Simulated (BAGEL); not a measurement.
**C4H12Ge (tetramethylgermane) at HF/3-21G (density fitting with cc-pvqz-jkfit)**

Aim: the energy change on altering one bond length of C4H12Ge (tetramethylgermane) at HF/3-21G (density fitting with cc-pvqz-jkfit), from 2 runs. 

The calculation is run with BAGEL 1.2.2.

**1. The structure to begin with**

C4H12Ge has 17 atoms, charge 0, and is taken as a singlet. As SMILES, `[CH3][Ge]([CH3])([CH3])[CH3]`. The shape is that of a PBE0-D4/def2-TZVP optimisation.

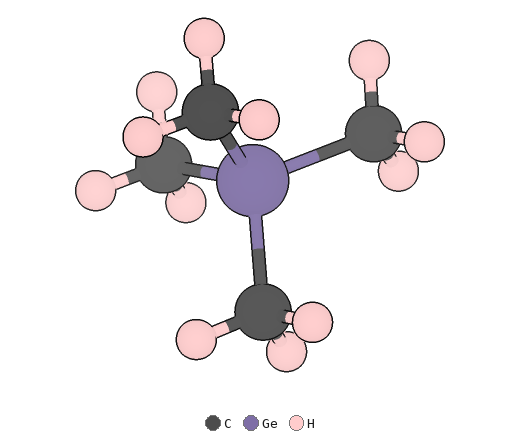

Viewed from a chosen angle; carbon dark grey, germanium purple, hydrogen pink.

**2. A single-point energy at HF/3-21G (density fitting with cc-pvqz-jkfit)**

hf.json reads:

```json
{ "bagel" : [

{
  "title" : "molecule",
  "basis" : "3-21g",
  "df_basis" : "cc-pvqz-jkfit",
  "angstrom" : "true",
  "geometry" : [
    { "atom" : "C", "xyz" : [      -0.367480,       0.718160,      -1.784830 ] },
    { "atom" : "Ge", "xyz" : [      -0.000050,       0.000060,       0.000040 ] },
    { "atom" : "C", "xyz" : [       1.899890,       0.229070,       0.417460 ] },
    { "atom" : "C", "xyz" : [      -0.452680,      -1.905120,       0.043200 ] },
    { "atom" : "C", "xyz" : [      -1.079730,       0.957890,       1.324170 ] },
    { "atom" : "H", "xyz" : [      -0.121990,       1.781080,      -1.830470 ] },
    { "atom" : "H", "xyz" : [       0.225690,       0.197440,      -2.539250 ] },
    { "atom" : "H", "xyz" : [      -1.422960,       0.599720,      -2.037950 ] },
    { "atom" : "H", "xyz" : [       2.126410,      -0.165000,       1.410210 ] },
    { "atom" : "H", "xyz" : [       2.173880,       1.285800,       0.398230 ] },
    { "atom" : "H", "xyz" : [       2.520450,      -0.298470,      -0.309700 ] },
    { "atom" : "H", "xyz" : [      -0.254160,      -2.325970,       1.030950 ] },
    { "atom" : "H", "xyz" : [       0.138530,      -2.458280,      -0.689380 ] },
    { "atom" : "H", "xyz" : [      -1.509500,      -2.055290,      -0.186490 ] },
    { "atom" : "H", "xyz" : [      -2.144060,       0.843090,       1.109260 ] },
    { "atom" : "H", "xyz" : [      -0.889920,       0.572200,       2.327840 ] },
    { "atom" : "H", "xyz" : [      -0.842310,       2.023590,       1.316720 ] }
  ]
},

{
  "title" : "hf"
},

{
  "title" : "print",
  "file" : "orbitals.molden",
  "orbitals" : "true"
}

]}
```

On the command line:

```console
$ BAGEL_NUM_THREADS=1 BAGEL hf.json > hf.out
```

Standard output:

```text
* using 1 threads per process

  ===============================================================
  ===============================================================

  *** Geometry ***

  { "atom" : "C", "xyz" : [     -0.694437,      1.357126,     -3.372840 ] },
  { "atom" : "Ge", "xyz" : [     -0.000094,      0.000113,      0.000076 ] },
  { "atom" : "C", "xyz" : [      3.590272,      0.432880,      0.788885 ] },
  { "atom" : "C", "xyz" : [     -0.855441,     -3.600155,      0.081636 ] },
  { "atom" : "C", "xyz" : [     -2.040394,      1.810150,      2.502319 ] },
  { "atom" : "H", "xyz" : [     -0.230528,      3.365753,     -3.459087 ] },
  { "atom" : "H", "xyz" : [      0.426492,      0.373108,     -4.798487 ] },
  { "atom" : "H", "xyz" : [     -2.689005,      1.133307,     -3.851167 ] },
  { "atom" : "H", "xyz" : [      4.018333,     -0.311805,      2.664911 ] },
  { "atom" : "H", "xyz" : [      4.108038,      2.429810,      0.752546 ] },
  { "atom" : "H", "xyz" : [      4.762960,     -0.564027,     -0.585248 ] },
  { "atom" : "H", "xyz" : [     -0.480293,     -4.395446,      1.948213 ] },
  { "atom" : "H", "xyz" : [      0.261784,     -4.645476,     -1.302739 ] },
  { "atom" : "H", "xyz" : [     -2.852542,     -3.883935,     -0.352415 ] },
  { "atom" : "H", "xyz" : [     -4.051686,      1.593209,      2.096198 ] },
  { "atom" : "H", "xyz" : [     -1.681705,      1.081301,      4.398980 ] },
  { "atom" : "H", "xyz" : [     -1.591735,      3.824031,      2.488240 ] },

  Number of auxiliary basis functions:     1254

  Since a DF basis is specified, we compute 2- and 3-index integrals:
    o Being stored without compression. Storage requirement is 0.067 GB

  Number of basis functions:       82
  Number of electrons      :       68

    * METHOD: MOLECULE                             2.10

  *** RHF ***

  === Nuclear Repulsion ===
   399.9948984814

      * DIIS with orbital gradients will be used.

  === RHF iteration (3-21g) ===
      0      -2222.86693779          0.01503796           0.51
      1      -2222.97470570          0.00451708           0.49
      2      -2222.98719604          0.00100491           0.48
      3      -2222.98792458          0.00005218           0.47
      4      -2222.98793110          0.00000708           0.45
      5      -2222.98793119          0.00000181           0.48
      6      -2222.98793119          0.00000020           0.48
      7      -2222.98793119          0.00000004           0.46
      8      -2222.98793119          0.00000001           0.48
    * SCF iteration converged.

    * Permanent dipole moment:
           (    0.000116,    -0.000157,    -0.000102) a.u.

    * METHOD: HF                                   5.13

    * METHOD: PRINT                                0.01

  ===============================================================
```

Wall time 7.5 s (1 thread of Arm Neoverse V2, shared host); peak memory 0.31 GiB.

**3. The distorted shape**

input.json reads:

```json
{ "bagel" : [

{
  "title" : "molecule",
  "basis" : "3-21g",
  "df_basis" : "cc-pvqz-jkfit",
  "angstrom" : true,
  "geometry" : [
    { "atom" : "C", "xyz" : [       0.478011,       0.838301,      -1.601070 ] },
    { "atom" : "Ge", "xyz" : [       0.845441,       0.120201,       0.183800 ] },
    { "atom" : "C", "xyz" : [       2.745381,       0.349211,       0.601220 ] },
    { "atom" : "C", "xyz" : [       0.392811,      -1.784979,       0.226960 ] },
    { "atom" : "C", "xyz" : [      -0.234239,       1.078031,       1.507930 ] },
    { "atom" : "H", "xyz" : [       0.723501,       1.901221,      -1.646710 ] },
    { "atom" : "H", "xyz" : [       1.071181,       0.317581,      -2.355490 ] },
    { "atom" : "H", "xyz" : [      -0.577469,       0.719861,      -1.854190 ] },
    { "atom" : "H", "xyz" : [       2.971901,      -0.044859,       1.593970 ] },
    { "atom" : "H", "xyz" : [       3.019371,       1.405941,       0.581990 ] },
    { "atom" : "H", "xyz" : [       3.365941,      -0.178329,      -0.125940 ] },
    { "atom" : "H", "xyz" : [       0.591331,      -2.205829,       1.214710 ] },
    { "atom" : "H", "xyz" : [       0.984021,      -2.338139,      -0.505620 ] },
    { "atom" : "H", "xyz" : [      -1.509500,      -2.055290,      -0.186490 ] },
    { "atom" : "H", "xyz" : [      -1.298569,       0.963231,       1.293020 ] },
    { "atom" : "H", "xyz" : [      -0.044429,       0.692341,       2.511600 ] },
    { "atom" : "H", "xyz" : [       0.003181,       2.143731,       1.500480 ] }
  ]
},

{ "title" : "hf" },

{ "title" : "print", "file" : "orbitals.molden", "orbitals" : true }

]}
```

On the command line:

```console
$ BAGEL_NUM_THREADS=1 BAGEL input.json > input.out
```

Standard output:

```text
* using 1 threads per process

  ===============================================================
  ===============================================================

  *** Geometry ***

  { "atom" : "C", "xyz" : [      0.903310,      1.584159,     -3.025584 ] },
  { "atom" : "Ge", "xyz" : [      1.597652,      0.227147,      0.347332 ] },
  { "atom" : "C", "xyz" : [      5.188018,      0.659913,      1.136141 ] },
  { "atom" : "C", "xyz" : [      0.742305,     -3.373121,      0.428892 ] },
  { "atom" : "C", "xyz" : [     -0.442648,      2.037183,      2.849575 ] },
  { "atom" : "H", "xyz" : [      1.367219,      3.592787,     -3.111831 ] },
  { "atom" : "H", "xyz" : [      2.024239,      0.600141,     -4.451231 ] },
  { "atom" : "H", "xyz" : [     -1.091258,      1.360340,     -3.503911 ] },
  { "atom" : "H", "xyz" : [      5.616079,     -0.084771,      3.012167 ] },
  { "atom" : "H", "xyz" : [      5.705784,      2.656843,      1.099802 ] },
  { "atom" : "H", "xyz" : [      6.360707,     -0.336993,     -0.237992 ] },
  { "atom" : "H", "xyz" : [      1.117454,     -4.168413,      2.295469 ] },
  { "atom" : "H", "xyz" : [      1.859530,     -4.418442,     -0.955483 ] },
  { "atom" : "H", "xyz" : [     -2.852542,     -3.883935,     -0.352415 ] },
  { "atom" : "H", "xyz" : [     -2.453940,      1.820243,      2.443454 ] },
  { "atom" : "H", "xyz" : [     -0.083959,      1.308335,      4.746236 ] },
  { "atom" : "H", "xyz" : [      0.006011,      4.051064,      2.835496 ] },

  Number of auxiliary basis functions:     1254

  Since a DF basis is specified, we compute 2- and 3-index integrals:
    o Being stored without compression. Storage requirement is 0.067 GB

  Number of basis functions:       82
  Number of electrons      :       68

    * METHOD: MOLECULE                             2.25

  *** RHF ***

  === Nuclear Repulsion ===
   396.7190768025

      * DIIS with orbital gradients will be used.

  === RHF iteration (3-21g) ===
      0      -2222.71502979          0.01497447           0.49
      1      -2222.82650354          0.00522652           0.49
      2      -2222.84302586          0.00128316           0.49
      3      -2222.84432358          0.00034895           0.46
      4      -2222.84441266          0.00007864           0.47
      5      -2222.84442405          0.00001253           0.43
      6      -2222.84442437          0.00000362           0.46
      7      -2222.84442440          0.00000096           0.39
      8      -2222.84442440          0.00000031           0.43
      9      -2222.84442440          0.00000011           0.43
     10      -2222.84442440          0.00000003           0.48
     11      -2222.84442440          0.00000001           0.45
     12      -2222.84442440          0.00000000           0.49
    * SCF iteration converged.

    * Permanent dipole moment:
           (   -0.504175,    -0.122133,    -0.105848) a.u.

    * METHOD: HF                                   6.77

    * METHOD: PRINT                                0.01

  ===============================================================
```

Wall time 9.3 s (1 thread of Arm Neoverse V2, shared host); peak memory 0.31 GiB.

**4. Summary of results**

At HF/3-21G (density fitting with cc-pvqz-jkfit):

```
                                                          quantity           value
                                         first shape: total energy  -2222.98793 Eh
                                        first shape: dipole moment          0.00 D
                                          first shape: HOMO energy       -10.97 eV
                                          first shape: LUMO energy         6.34 eV
                                        first shape: HOMO–LUMO gap        17.31 eV
                                     distorted shape: total energy  -2222.84442 Eh
                                    distorted shape: dipole moment          1.35 D
                                      distorted shape: HOMO energy        -9.72 eV
                                      distorted shape: LUMO energy         2.60 eV
                                    distorted shape: HOMO–LUMO gap        12.32 eV
energy change with the C4–H14 bond stretched from 1.092 to 1.965 Å        3.905 eV
```

What this shows: With the C4–H14 bond stretched from 1.092 to 1.965 Å the energy rises by 3.91 eV (90 kcal/mol). The first shape isn't relaxed at this level, so the change isn't measured from a minimum. A restricted reference can't describe the breaking bond well at this length.
